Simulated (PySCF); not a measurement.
```xyz
15

C     2.6655    0.1527    0.3910
S     1.5672   -1.0624   -0.3910
Si   -0.3460   -0.3061    0.3021
Si   -0.7149    1.8780   -0.4493
Si   -1.8629   -1.9567   -0.2803
Cl   -3.6759   -1.1153    0.0975
H     2.4578    0.1988    1.4557
H     3.6823   -0.1880    0.2261
H     2.5206    1.1262   -0.0681
H    -0.1447   -0.3093    1.7678
H    -2.0605    2.2946   -0.0597
H     0.2252    2.8628    0.1023
H    -0.6012    1.9653   -1.9081
H    -1.8801   -2.3297   -1.6945
H    -1.8368   -3.2028    0.4866
```

Geometry: GFN2-xTB.

Computed with PBE0/def2-SVPD, SCF density, gas phase in PySCF 2.14.0.

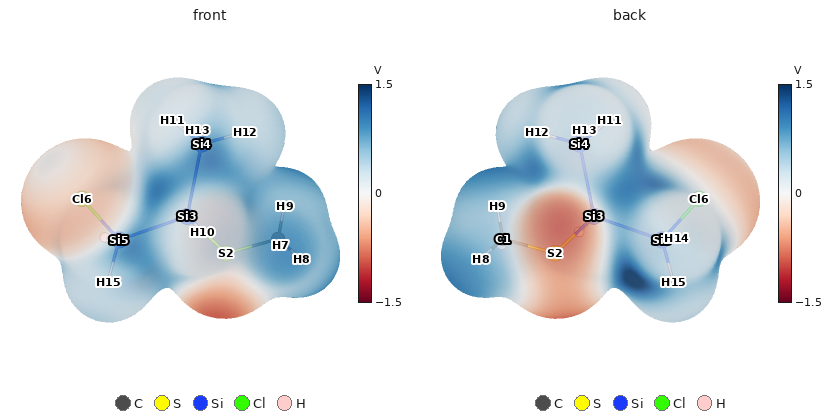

CH$_{9}$ClSSi$_{3}$. The molecular electrostatic potential painted on the density surface at 0.002 e/bohr³, seen from the front and from behind; red is negative and blue positive.

**Which sites attract a positive test charge, and which a negative one?**

A positive charge is drawn to the negative regions and a negative charge to the positive ones. The most negative region (about −0.9 V, or −21 kcal/mol for a unit charge) lies over S2, the most positive (about +1.4 V, or +32 kcal/mol for a unit charge) over Si5.
